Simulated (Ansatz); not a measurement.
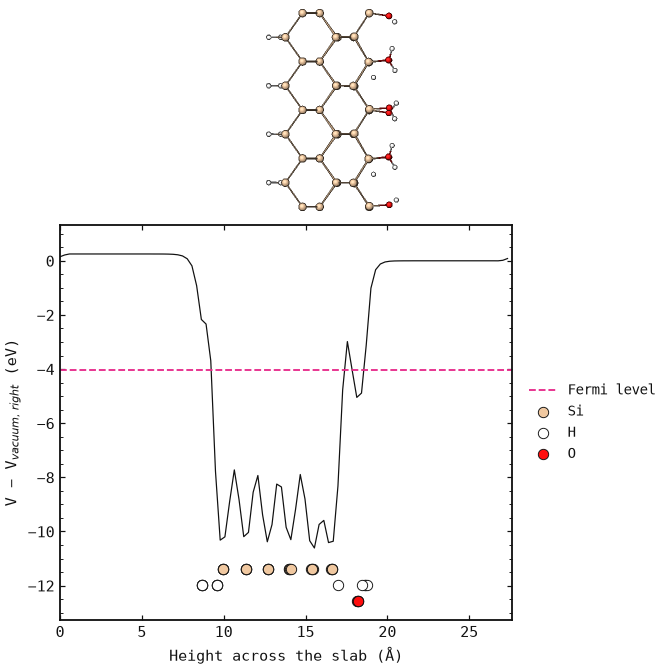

Plane-averaged electrostatic potential energy of an electron across the slab; circles at the bottom mark the heights of the atoms. The structure is drawn too. System: a (100) slab cut from Si (Fd-3m), of composition Si₂₄H₁₃O₄ (not the bulk's), ended by Si planes, 41 atoms in the cell, the whole at its places in the relaxed adsorbed structure. Method: DFT PBE+D3(BJ), scalar-relativistic, plane waves, PAW, no spin polarisation, 2×2×1 k mesh, 420 eV cutoff (Ansatz).

The work function is 4.02 eV at the right face and 4.28 eV at the left. The vacuum levels differ by 0.25 eV, so the slab carries a dipole along its normal. The outermost atoms are 10.1 Å apart, which leaves 17.5 Å of vacuum in a cell 27.6 Å high.

The electron count is odd and the run has no spin polarisation, so a magnetic state may lie lower. The atoms aren't at rest in this cell (largest force 0.8 eV/Å), so the relaxed material can differ.
